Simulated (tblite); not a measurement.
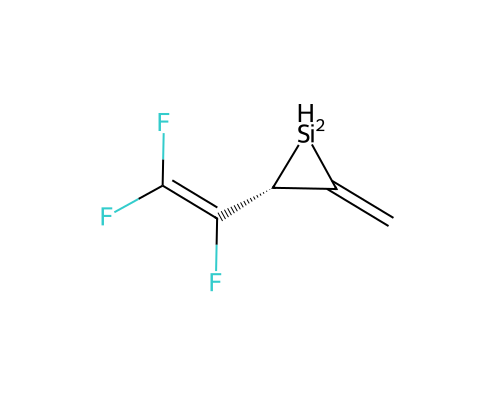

Source: calculation with tblite.

> Write the SMILES.

C=C1[SiH2][C@H]1C(F)=C(F)F

> Give the formula, hydrogens included.

C5H5F3Si.

> An optimisation with GFN2-xTB gave a structure of which point group?

C1.
